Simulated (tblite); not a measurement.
# CH3B3BrF3: the cost of one run

The runs use tblite 0.8.0 and PySCF 2.14.0, with density-fitted response routines of our own; the level of theory stands in each step. All values are computed, except where a source is named. Atoms count from 0, in the outputs and in this text.

### Step 1. The molecule as given

11 atoms, charge 0, multiplicity 1; geometry from: force field or distance geometry start.

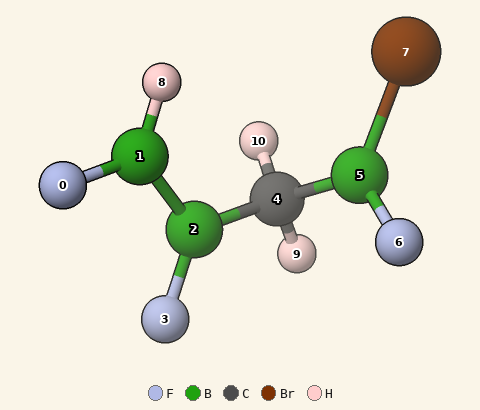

As it starts; fluorine light blue, boron green, carbon dark grey, bromine brown, hydrogen pink, atoms numbered.

### Step 2. Geometry optimisation with GFN2-xTB

What the job is given:

```
{"job": {"kind": "relax", "xc": "GFN2-xTB", "basis": "xTB"}, "charge": 0, "multiplicity": 1}
F      3.215000     0.301300     0.112800
B      1.801600     0.598300     0.309400
B      0.756500    -0.637800     0.686600
F      1.247900    -1.973600     0.823400
C     -0.794200    -0.334000     0.959600
B     -1.534900     0.071600    -0.401400
F     -1.617600    -0.870100    -1.491900
Br    -2.317400     1.901900    -0.600300
H      1.418800     1.700400     0.224000
H     -1.284000    -1.241500     1.368600
H     -0.886400     0.486200     1.692800
```

Command:

```
> OMP_NUM_THREADS=1 python probes_run.py task.json out
```

This one command runs all jobs of the session in turn.

Q: Estimate the wall time of this first job on 1 thread of Arm Neoverse N1, shared host.

About 1.4 s.
